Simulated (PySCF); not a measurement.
## Electronic structure of FH3OSi2 (triplet) in real space

| atom | x (Å) | y (Å) | z (Å) |
| --- | --- | --- | --- |
| Si | 1.9452 | -0.2954 | 0.7149 |
| O | 0.2893 | -0.3537 | 0.7695 |
| Si | -0.9413 | -0.1769 | -0.3614 |
| F | 2.6335 | 1.1757 | 0.8928 |
| H | -2.1415 | -0.8700 | 0.1789 |
| H | -1.2280 | 1.2730 | -0.5585 |
| H | -0.5265 | -0.7868 | -1.6591 |

Geometry: PBE0-D3(BJ)/def2-SVP.

These are results of UKS B3LYP, IGLO-III on F O Si, pcH-1 on H, non-relativistic, mean-field spin-orbit, GIAO in PySCF 2.14.0, density-fitted response routines, not measurements.

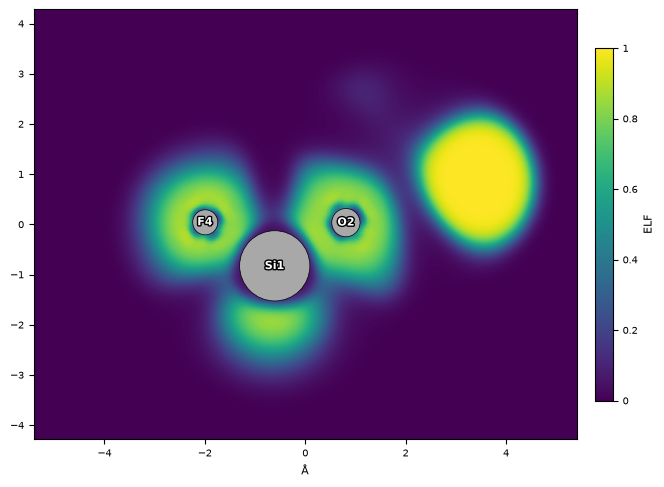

Figure 1. Electron localisation function on the plane of atoms O2, Si1 and F4. Grey discs cover the atomic cores.

What do the fields say about this system?

Answer. The plane passes through Si, O and F nuclei.
Si–F (1.63 Å): the ELF peaks at about 0.85 in the valence shell of F, 0.6 Å from its nucleus, and is about 0.50 at the midpoint.
Si–O (1.66 Å): the ELF peaks at about 0.85 between the atoms (a shared but strongly polarised pair).
The ELF also peaks beside Si1, O2 and F4, away from the bonds: non-bonding electrons, paired or unpaired.

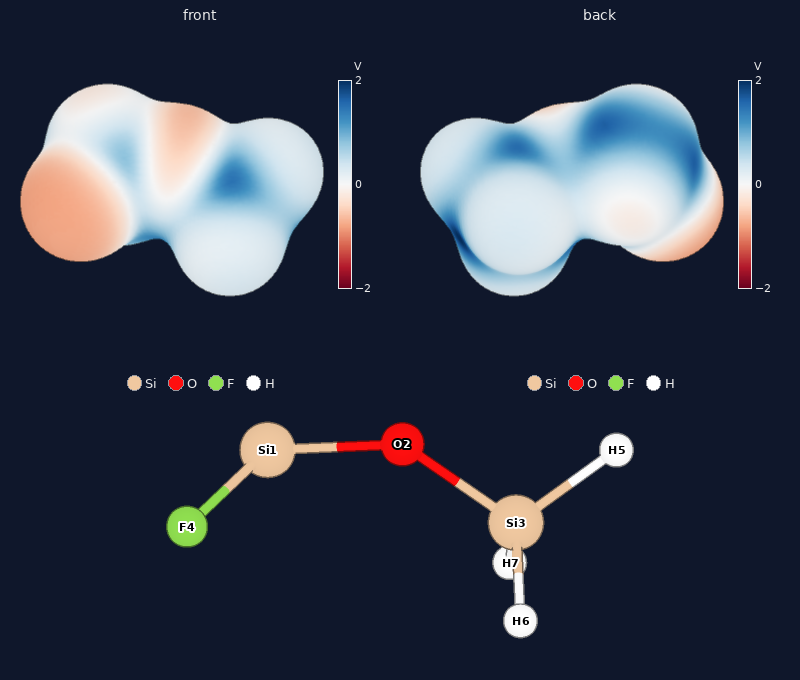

Figure 2. The molecular electrostatic potential painted on the density surface at 0.002 e/bohr³, seen from the front and from behind; red is negative and blue positive. The bare structure is drawn below in the same view.

Describe the electrostatic potential map.

Answer. The most negative region (about −0.8 V, or −18 kcal/mol for a unit charge) lies over F4, the most positive (about +1.9 V, or +44 kcal/mol for a unit charge) over Si3.
